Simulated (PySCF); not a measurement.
# Palladium: the same states on changed settings

These states were run before on sound settings. What differs here: radial step 0.3 in ln r (0.13 in the sound run), unsound on purpose. What does it move?

The numbers are computed with PySCF 2.14.0 (unrestricted determinants in a Gaussian basis, no spin-orbit coupling in the energies), except any that are marked as measured or tabulated.

**1. What is computed**

```
Element     : palladium (Z = 46)
Basis       : def2-TZVP with the def2 core potential (28 electrons)
Hamiltonian : a scalar-relativistic core potential
State 1     : Pd: [Kr] 4d10, closed-shell 1S
State 2     : Pd⁺: [Kr] 4d9, 2D determinant
Methods     : BP86, LDA
```

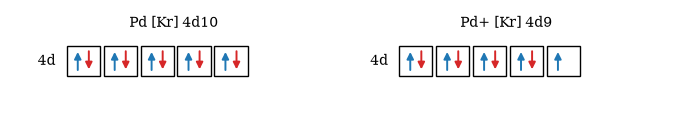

The shells outside the core, filled by Hund's rule for the drawing.

The sound run (def2-TZVP with ECP28, scalar relativity through the core potential, symmetry-adapted start, fine grid, valence correlation) gave:

```csv
species,method,energy (hartree)
Pd,UHF,-127.03019
Pd,BP86,-127.97382
Pd,LDA,-127.63163
Pd,MP2 (valence),-127.29818
Pd⁺,UHF,-126.79939
Pd⁺,BP86,-127.64775
Pd⁺,LDA,-127.29405
Pd⁺,MP2 (valence),-127.00486
```

One driver process ran all states and methods and kept the integrals in memory. Each run is shown as a PySCF script that sums up its settings (the driver passes frozen orbitals as a list and adds second-order terms of double hybrids); the logs are those of the runs themselves. The driver starts from symmetry-adapted Hartree-Fock orbitals, holds the occupation by maximum overlap and uses a logarithmic radial grid for functionals, so a plain start would take other cycles.

It was started by

```
$ OMP_NUM_THREADS=1 python atomrun2.py TASK.json OUT
```

The integrals over 40 functions and the set-up took 0.06 s of CPU time.

The grid is set inside the driver, so the scripts do not show it: radial step 0.3 in ln r (0.13 in the sound run).

**2. Changed run, Pd, method by method**

**BP86**

input.py reads:

```python
from pyscf import gto, scf, dft, mp, cc
import basis_set_exchange as bse
txt = bse.get_basis("def2-TZVP", elements=["Pd"], fmt="nwchem", header=False)
cut = txt.index("\nECP")
mol = gto.M(atom="Pd 0 0 0", charge=0, spin=0, symmetry="D2h",
            basis=gto.basis.parse(txt[:cut]),
            ecp={"Pd": gto.basis.parse_ecp(txt[cut:])})
mf = dft.UKS(mol, xc="B88,P86")
mf.irrep_nelec = {'Ag': (3, 3), 'B1g': (1, 1), 'B2g': (1, 1), 'B3g': (1, 1), 'B1u': (1, 1), 'B2u': (1, 1), 'B3u': (1, 1)}
mf.kernel()
```

Standard output:

```text
damping factor = 0
level_shift factor = 0
DIIS = <class 'pyscf.scf.diis.CDIIS'>
diis_start_cycle = 1
diis_space = 10
diis_damp = 0
SCF conv_tol = 1e-09
SCF conv_tol_grad = None
number electrons alpha = 9  beta = 9
XC functionals = B88,P86
    A. D. Becke.,  Phys. Rev. A 38, 3098 (1988)
    J. P. Perdew.,  Phys. Rev. B 33, 8822 (1986)
cycle= 1 E= -127.956627569034  delta_E= 0.00552  |g|= 0.229  |ddm|= 0.286
cycle= 2 E= -127.904743149621  delta_E= 0.0519  |g|= 0.477  |ddm|= 0.35
cycle= 3 E= -127.973730874251  delta_E= -0.069  |g|= 0.0185  |ddm|= 0.223
cycle= 4 E= -127.973867325554  delta_E= -0.000136  |g|= 0.00173  |ddm|= 0.0129
cycle= 5 E= -127.973868219493  delta_E= -8.94e-07  |g|= 6.14e-05  |ddm|= 0.000775
cycle= 6 E= -127.973868220656  delta_E= -1.16e-09  |g|= 2.15e-07  |ddm|= 2.93e-05
cycle= 7 E= -127.973868220656  delta_E= -9.95e-14  |g|= 2.32e-11  |ddm|= 9.9e-08
converged SCF energy = -127.973868220656  <S^2> = -5.3290705e-15  2S+1 = 1
```

It took 0.29 s on 1 thread of Neoverse-N1, shared host, the integrals not counted.

Orbital energies by shell (radii are means over both spins):

```csv
shell,electrons,mean orbital energy (eV),spread (eV),rms radius (bohr)
4s,2,-86.919,0,1.01
4p,6,-52.119,0,1.12
4d,10,-3.840,0,1.77
```

⟨S²⟩ = 0.000, ⟨L²⟩ = 0.00.

Energies and moments cover only the electrons outside the core potential.

**LDA**

input.py, as changed from the run before:

```diff
@@ -7,3 +7,3 @@
             ecp={"Pd": gto.basis.parse_ecp(txt[cut:])})
-mf = dft.UKS(mol, xc="B88,P86")
+mf = dft.UKS(mol, xc="LDA,VWN")
 mf.irrep_nelec = {'Ag': (3, 3), 'B1g': (1, 1), 'B2g': (1, 1), 'B3g': (1, 1), 'B1u': (1, 1), 'B2u': (1, 1), 'B3u': (1, 1)}
```

Standard output:

```text
damping factor = 0
level_shift factor = 0
DIIS = <class 'pyscf.scf.diis.CDIIS'>
diis_start_cycle = 1
diis_space = 10
diis_damp = 0
SCF conv_tol = 1e-09
SCF conv_tol_grad = None
number electrons alpha = 9  beta = 9
XC functionals = LDA,VWN
    P. A. M. Dirac.,  Math. Proc. Cambridge Philos. Soc. 26, 376 (1930)
    F. Bloch.,  Z. Phys. 57, 545 (1929)
    S. H. Vosko, L. Wilk, and M. Nusair.,  Can. J. Phys. 58, 1200 (1980)
cycle= 1 E= -127.593785470447  delta_E= 0.0244  |g|= 0.344  |ddm|= 0.309
cycle= 2 E= -127.487418296974  delta_E= 0.106  |g|= 0.689  |ddm|= 0.506
cycle= 3 E= -127.631311925717  delta_E= -0.144  |g|= 0.0237  |ddm|= 0.324
cycle= 4 E= -127.631555431708  delta_E= -0.000244  |g|= 0.00451  |ddm|= 0.0194
cycle= 5 E= -127.631561824244  delta_E= -6.39e-06  |g|= 0.000117  |ddm|= 0.00215
cycle= 6 E= -127.631561828578  delta_E= -4.33e-09  |g|= 3.62e-07  |ddm|= 5.8e-05
cycle= 7 E= -127.631561828578  delta_E= 1.56e-13  |g|= 2.09e-09  |ddm|= 1.78e-07
converged SCF energy = -127.631561828578  <S^2> = -3.5527137e-15  2S+1 = 1
```

Time after the integrals: 0.19 s (1 thread of Neoverse-N1, shared host).

Energies and moments cover only the electrons outside the core potential.

**3. Changed run, Pd⁺, method by method**

**BP86**

input.py reads:

```python
from pyscf import gto, scf, dft, mp, cc
import basis_set_exchange as bse
txt = bse.get_basis("def2-TZVP", elements=["Pd"], fmt="nwchem", header=False)
cut = txt.index("\nECP")
mol = gto.M(atom="Pd 0 0 0", charge=1, spin=1, symmetry="D2h",
            basis=gto.basis.parse(txt[:cut]),
            ecp={"Pd": gto.basis.parse_ecp(txt[cut:])})
mf = dft.UKS(mol, xc="B88,P86")
mf.irrep_nelec = {'Ag': (3, 2), 'B1g': (1, 1), 'B2g': (1, 1), 'B3g': (1, 1), 'B1u': (1, 1), 'B2u': (1, 1), 'B3u': (1, 1)}
mf.kernel()
```

Standard output:

```text
damping factor = 0
level_shift factor = 0
DIIS = <class 'pyscf.scf.diis.CDIIS'>
diis_start_cycle = 1
diis_space = 10
diis_damp = 0
SCF conv_tol = 1e-09
SCF conv_tol_grad = None
number electrons alpha = 9  beta = 8
XC functionals = B88,P86
    A. D. Becke.,  Phys. Rev. A 38, 3098 (1988)
    J. P. Perdew.,  Phys. Rev. B 33, 8822 (1986)
cycle= 1 E= -127.644159685324  delta_E= -0.00561  |g|= 0.109  |ddm|= 0.248
cycle= 2 E= -127.640589877496  delta_E= 0.00357  |g|= 0.16  |ddm|= 0.144
cycle= 3 E= -127.6479072411  delta_E= -0.00732  |g|= 0.00399  |ddm|= 0.0794
cycle= 4 E= -127.647914703732  delta_E= -7.46e-06  |g|= 0.000281  |ddm|= 0.00628
cycle= 5 E= -127.647914894265  delta_E= -1.91e-07  |g|= 0.000132  |ddm|= 0.00167
cycle= 6 E= -127.647914912043  delta_E= -1.78e-08  |g|= 9.04e-06  |ddm|= 0.000569
cycle= 7 E= -127.647914912095  delta_E= -5.14e-11  |g|= 6.78e-07  |ddm|= 2.46e-05
converged SCF energy = -127.647914912095  <S^2> = 0.75565642  2S+1 = 2.0056484
```

Time after the integrals: 0.29 s (1 thread of Neoverse-N1, shared host).

Orbital energies by shell (radii are means over both spins):

```csv
shell,electrons,mean orbital energy (eV),spread (eV),rms radius (bohr)
4s α,1,-98.983,0,1.01
4s β,1,-98.201,0,1.01
4p α,3,-64.094,1.479,1.12
4p β,3,-63.306,0.665,1.12
4d α,5,-15.032,1.614,1.62
4d β,4,-14.351,0.925,1.62
```

⟨S²⟩ = 0.756, ⟨L²⟩ = 6.04.

Energies and moments cover only the electrons outside the core potential.

**LDA**

input.py, as changed from the run before:

```diff
@@ -7,3 +7,3 @@
             ecp={"Pd": gto.basis.parse_ecp(txt[cut:])})
-mf = dft.UKS(mol, xc="B88,P86")
+mf = dft.UKS(mol, xc="LDA,VWN")
 mf.irrep_nelec = {'Ag': (3, 2), 'B1g': (1, 1), 'B2g': (1, 1), 'B3g': (1, 1), 'B1u': (1, 1), 'B2u': (1, 1), 'B3u': (1, 1)}
```

Standard output:

```text
damping factor = 0
level_shift factor = 0
DIIS = <class 'pyscf.scf.diis.CDIIS'>
diis_start_cycle = 1
diis_space = 10
diis_damp = 0
SCF conv_tol = 1e-09
SCF conv_tol_grad = None
number electrons alpha = 9  beta = 8
XC functionals = LDA,VWN
    P. A. M. Dirac.,  Math. Proc. Cambridge Philos. Soc. 26, 376 (1930)
    F. Bloch.,  Z. Phys. 57, 545 (1929)
    S. H. Vosko, L. Wilk, and M. Nusair.,  Can. J. Phys. 58, 1200 (1980)
cycle= 1 E= -127.281939302638  delta_E= 0.000554  |g|= 0.198  |ddm|= 0.271
cycle= 2 E= -127.269908946247  delta_E= 0.012  |g|= 0.289  |ddm|= 0.26
cycle= 3 E= -127.293960780217  delta_E= -0.0241  |g|= 0.00707  |ddm|= 0.143
cycle= 4 E= -127.293984952684  delta_E= -2.42e-05  |g|= 0.000265  |ddm|= 0.0117
cycle= 5 E= -127.293985017059  delta_E= -6.44e-08  |g|= 0.000111  |ddm|= 0.00094
cycle= 6 E= -127.293985022081  delta_E= -5.02e-09  |g|= 7.17e-06  |ddm|= 0.000168
cycle= 7 E= -127.293985022145  delta_E= -6.32e-11  |g|= 4.08e-07  |ddm|= 3.42e-05
converged SCF energy = -127.293985022145  <S^2> = 0.7523456  2S+1 = 2.0023442
```

Time after the integrals: 0.19 s (1 thread of Neoverse-N1, shared host).

Energies and moments cover only the electrons outside the core potential.

**4. Against the sound run**

```csv
species,method,converged,energy less sound run (eV)
Pd,BP86,yes,-0.0014
Pd,LDA,yes,+0.0019
Pd⁺,BP86,yes,-0.0044
Pd⁺,LDA,yes,+0.0019
```

Ionisation energy of Pd:

| method | sound run (eV) | changed run (eV) | shift (eV) |
| --- | --- | --- | --- |
| UHF | 6.281 | 6.281 | +0.000 |
| BP86 | 8.873 | 8.870 | -0.003 |
| LDA | 9.186 | 9.186 | +0.000 |

**5. Outcome**

| quantity | value |
| --- | --- |
| change | radial step 0.3 in ln r (0.13 in the sound run) |
| runs converged | 4 of 4 |
| largest shift of a converged total energy | 0.00438 eV |
| largest shift of the ionisation energy | -0.003 eV (BP86) |

What this shows: The difference hardly moves. A coarse radial grid mis-integrates the density and the exchange-correlation energy, with errors of either sign; Hartree-Fock needs no grid. The setting is unsound on purpose, so these numbers are no properties of the atom.
